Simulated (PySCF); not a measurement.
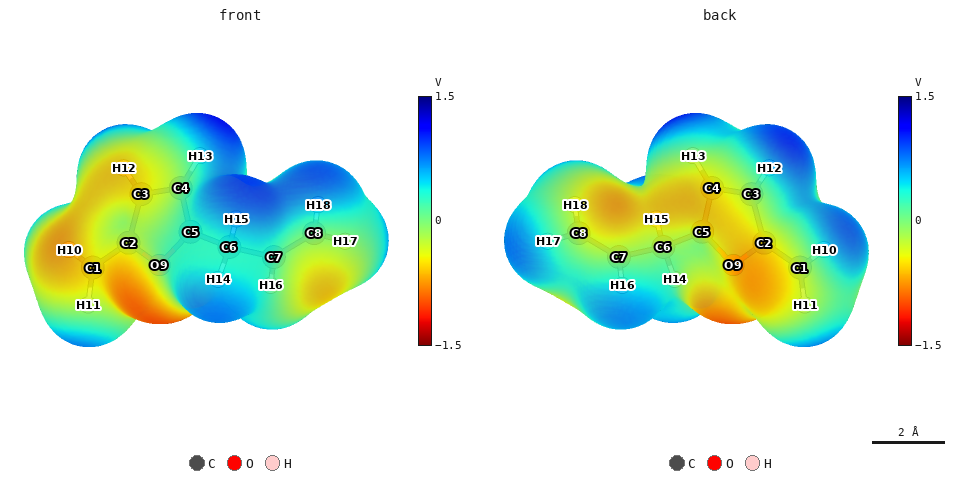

Figure. C₈H₉O (SMILES [CH2]c1ccc(CC=C)o1) (doublet). The electrostatic potential painted on the density surface at 0.002 e/bohr³, seen from the front and from behind; red is negative and blue positive.

Geometry: GFN2-xTB.

The calculation used UKS B3LYP, pcH-1 on C H O, non-relativistic, mean-field spin-orbit, GIAO (PySCF).

```xyz
18

C     3.3454   -0.1121   -0.8102
C     2.1567   -0.1480   -0.1454
C     1.7489   -0.9061    0.9765
C     0.4294   -0.5488    1.2409
C     0.0740    0.3989    0.3054
C    -1.2220    1.0940    0.0716
C    -2.1271    0.2095   -0.7419
C    -3.2814   -0.2642   -0.3149
O     1.1040    0.6414   -0.5354
H     4.1581   -0.7338   -0.4908
H     3.4875    0.5341   -1.6544
H     2.3584   -1.6108    1.5028
H    -0.2025   -0.9244    2.0207
H    -1.0284    2.0195   -0.4764
H    -1.6930    1.3291    1.0276
H    -1.7538   -0.0444   -1.7248
H    -3.8969   -0.9019   -0.9261
H    -3.6662   -0.0257    0.6632
```

Describe the electrostatic potential map.

Answer. The most negative region (about −0.9 V) lies over O9, the most positive (about +1.0 V) over H12 and H13.
